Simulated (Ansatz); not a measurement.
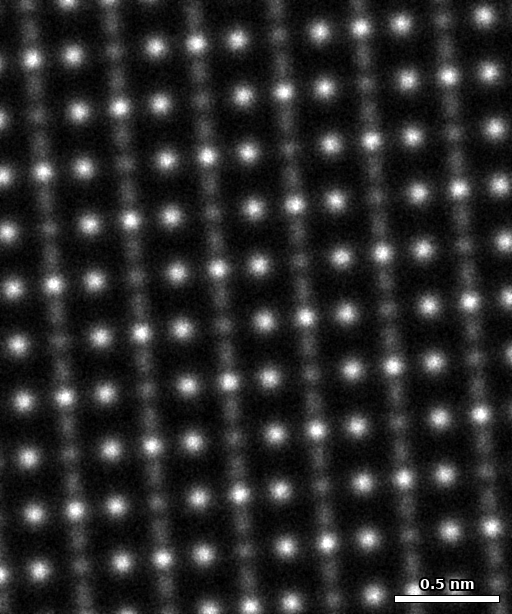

iDPC-like image of Sr$_{2}$TaPO$_{6}$. Simulated as the projected potential of neutral atoms (B = 0.5 Å²) blurred by a 0.50 Å probe, the thin-sample limit of integrated differential phase contrast. Shot noise was added.

### What two-dimensional lattice does the image show, and how large is its cell?

The pattern repeats on a centred rectangular net of 5.5 × 8.1 Å.

### Which plane group does this projection have?

c2mm: perpendicular mirror lines on a centred net, with further twofold points between them.

### How many columns does the smallest repeating cell hold, and how many levels of brightness?

8 columns in the primitive cell of 22.4 Å², with 4 levels of brightness (about 100, 85, 35, 25 % of the brightest, counted from the darkest point).

The crystal is Sr2TaPO6 (I4/m, No. 87) seen along [100]. Model: the geometry relaxed (final pressure about 5 GPa) with DFT, PAW plane waves, r2scan (Ansatz 0.2.0); the starting structure was generated, so it need not be a known form of this composition.
